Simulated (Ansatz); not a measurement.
**BeSe: x(S) = 0.25, 8 atoms, Cm**

The reference is BeSe in the zinc blende structure (space group F-43m, No. 216; a = 5.1289 Å).

The other end (x = 1) is BeS in the zinc blende structure (space group F-43m, No. 216): 14.15 Å³/atom, gap 2.91 eV.

Now apply this change: a fraction x = 0.25 of the Se sites is given to S, ordered in a cell of 8 atoms (starting symmetry Cm) and fully relaxed.

Level of theory: PBEsol (Ansatz, a first-principles code; PAW; 420 eV plane waves; without spin-orbit coupling). Settings: 10×10×6 k-points, 0.05 eV Fermi–Dirac smearing, for the changed cell.

| quantity | base | changed | shift |
|---|---|---|---|
| volume per atom | 16.86 Å³ | 16.16 Å³ | -0.707 Å³ |
| density | 4.33 g/cm³ | 3.92 g/cm³ | -0.41 g/cm³ |
| shortest interatomic distance | 2.221 Å | 2.103 Å | -0.118 Å |
| band gap | 2.47 eV | 2.44 eV | -0.024 eV |
| gap character (in this cell's own zone, which can be folded) | – | indirect, Γ → L₂ | – |
| valence-band top at Γ (three highest levels, from the VBM) | 0.00, 0.00, 0.00 eV | 0.00, -0.04, -0.11 eV | – |
| mixing energy | – | +10 meV/atom | – |
| deviation of the volume from the linear (Vegard-type) interpolation | – | -0.2 % | – |
| bowing parameter b of this ordering, from Eg = [1−x] Eg[0] + x Eg[1] − b x [1−x] | – | 0.7 eV | – |
| mean first-shell distances | – | Se–Be 2.212 Å (end compound 2.221 Å), S–Be 2.125 Å (end compound 2.095 Å) | – |

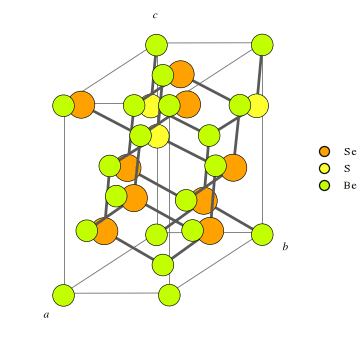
Fig. 1. The relaxed conventional cell after the change

Cost of the whole job for the changed cell (relaxation, final SCF and bands): roughly 8 core-minutes.

These are small ordered cells, not random alloys; other orderings at the same x differ. No phonon test of stability was made. Labels are those of the standard path for the cell's own space group.
